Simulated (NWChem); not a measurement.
# One shape, several levels: singlet C2H4NOSi+

Aim: a comparison of 4 runs (HF/STO-3G, HF/3-21G, M06-2X/def2-SVP, CCSD(T)/def2-SVP) of singlet C2H4NOSi+. 

The results are computed with NWChem 7.3.0.

60 further runs of the same task are left out: 60 set aside as unsound or not needed. Runs told in other sessions of the task aren't counted.

**1. Starting point**

The species is C2H4NOSi+ (9 atoms), meant as a singlet with charge +1. SMILES of the parent species: `C[SiH]N=C=O`. The coordinates come from a PBE0-D4/def2-TZVP relaxation. This is one conformer, not always the lowest. That shape belongs to the parent species and isn't relaxed for this state.

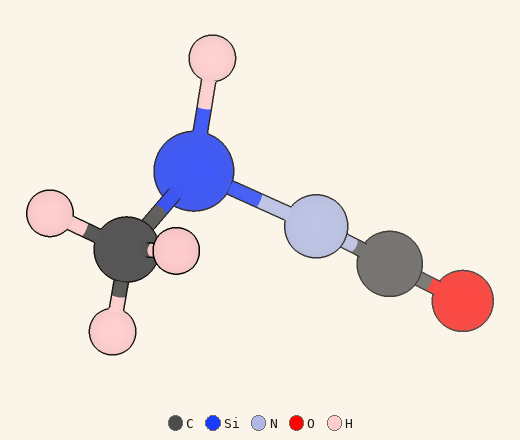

Viewed from a chosen angle; carbon dark grey, silicon blue, nitrogen light blue, oxygen red, hydrogen pink.

**2. A single-point energy at HF/STO-3G (run 1)**

Input file job.nw:

```
start job
title "C2H4NOSi"
memory stack 880 mb heap 220 mb global 1100 mb
charge 1

geometry units atomic noautosym nocenter noautoz
 C   -0.43614879   1.76972852   2.33059923
 Si  -0.03609377   1.35550055  -1.14687479
 N    0.27778974  -1.79750749  -1.82660927
 C   -0.05234541  -3.82159314  -2.76977158
 O   -0.32900132  -5.82243516  -3.64887217
 H    1.18107883   0.96489416   3.33612250
 H   -2.15069730   0.83639278   2.99634974
 H   -0.56351633   3.77680663   2.79566083
 H    2.27617512   2.65071884  -2.09854086
end

basis "ao basis" spherical bse
 C library STO-3G
 Si library STO-3G
 N library STO-3G
 O library STO-3G
 H library STO-3G
end

scf
 thresh 1e-08
 maxiter 80
 print low
end

task scf energy
```

On the command line:

```console
$ nwchem job.nw > job.out
```

The program printed:

```text
[...]
  functions       =    33
[...]
  wavefunction    = RHF
[...]
         Total SCF energy =   -490.087498265387
      One-electron energy =  -1045.502194412016
      Two-electron energy =    364.637265506574
 Nuclear repulsion energy =    190.777430640056
        Time for solution =      2.1s
 Task  times  cpu:        2.2s     wall:        2.2s
[...]
```

It took 2.9 s on 1 thread of Intel Xeon Platinum 8488C (Sapphire Rapids), shared host; peak memory 0.099 GiB.

**3. A single-point energy at HF/3-21G (run 2)**

Input file test.nw:

```
start test
memory 2200 mb
charge 1
geometry units angstrom noautosym nocenter noautoz
   C       -0.230800       0.936500       1.233300
   Si      -0.019100       0.717300      -0.606900
   N        0.147000      -0.951200      -0.966600
   C       -0.027700      -2.022300      -1.465700
   O       -0.174100      -3.081100      -1.930900
   H        0.625000       0.510600       1.765400
   H       -1.138100       0.442600       1.585600
   H       -0.298200       1.998600       1.479400
   H        1.204500       1.402700      -1.110500
end
basis spherical bse
   * library 3-21G
end
scf
   thresh 1e-08
   maxiter 80
   print medium
end
task scf energy
```

On the command line:

```console
$ nwchem test.nw > test.out
```

The program printed:

```text
[...]
  functions       =    57
[...]
  wavefunction    = RHF
[...]
         Total SCF energy =   -493.354561262017
      One-electron energy =  -1047.485834933917
      Two-electron energy =    363.353829310188
 Nuclear repulsion energy =    190.777444361711
        Time for solution =      2.5s
[...]
```

Wall time 3.3 s (1 thread of Intel Xeon Platinum 8488C (Sapphire Rapids), shared host); peak memory 0.097 GiB.

Run 3 isn't shown in full; the table further down has it.

**4. The energy at CCSD(T)/def2-SVP (run 4)**

Input file test.nw:

```
start test
memory total 2200 mb
charge 1
geometry units angstroms noautosym nocenter noautoz
  C       -0.230800       0.936500       1.233300
  Si      -0.019100       0.717300      -0.606900
  N        0.147000      -0.951200      -0.966600
  C       -0.027700      -2.022300      -1.465700
  O       -0.174100      -3.081100      -1.930900
  H        0.625000       0.510600       1.765400
  H       -1.138100       0.442600       1.585600
  H       -0.298200       1.998600       1.479400
  H        1.204500       1.402700      -1.110500
end
basis spherical bse
  * library def2-SVP
end
scf
  nopen 0
  rhf
  thresh 1e-08
  maxiter 80
  print low
end
ccsd
  freeze core 9
  maxiter 60
end
task ccsd(t) energy
```

On the command line:

```console
$ nwchem test.nw > test.out
```

The program printed:

```text
[...]
  functions       =    94
[...]
  wavefunction    = RHF
[...]
         Total SCF energy =   -495.787983503297
      One-electron energy =  -1050.864677952925
      Two-electron energy =    364.299250087917
 Nuclear repulsion energy =    190.777444361711
        Time for solution =     11.2s
[...]
 Total MP2 energy:           -496.469271944452487
[...]
             energy      energy      error      ampl     ampl      Block
                                                time     time      time
[...]
 Total CCSD energy:           -496.496846036621037
[...]
 Total CCSD+T(CCSD) energy:           -496.527971096388683
[...]
 Total CCSD(T) energy:                -496.525106766923102
[...]
```

Wall time 2.7 min (1 thread of Intel Xeon Platinum 8488C (Sapphire Rapids), shared host); peak memory 0.3 GiB.

**5. Overview of the runs**

```tsv
run	level	iteration cap	module	energy (Eh)	wall time
1	HF/STO-3G	80	scf	-490.087498	2.9 s
2	HF/3-21G	80	scf	-493.354561	3.3 s
3	M06-2X/def2-SVP	100	dft	-497.437097	21 s
4	CCSD(T)/def2-SVP	80	ccsd(t)	-496.525107	2.7 min
```

**6. Results**

| quantity | value |
| --- | --- |
| run 4: total energy | -496.52511 Eh |
| run 4: correlation energy (9 core orbitals frozen) | -737.1 mEh |
| run 4: (T) correction | -28.26 mEh |

In run 1 the basis is minimal, so the values are rough. All runs together took 3.1 min, the longest 2.7 min.
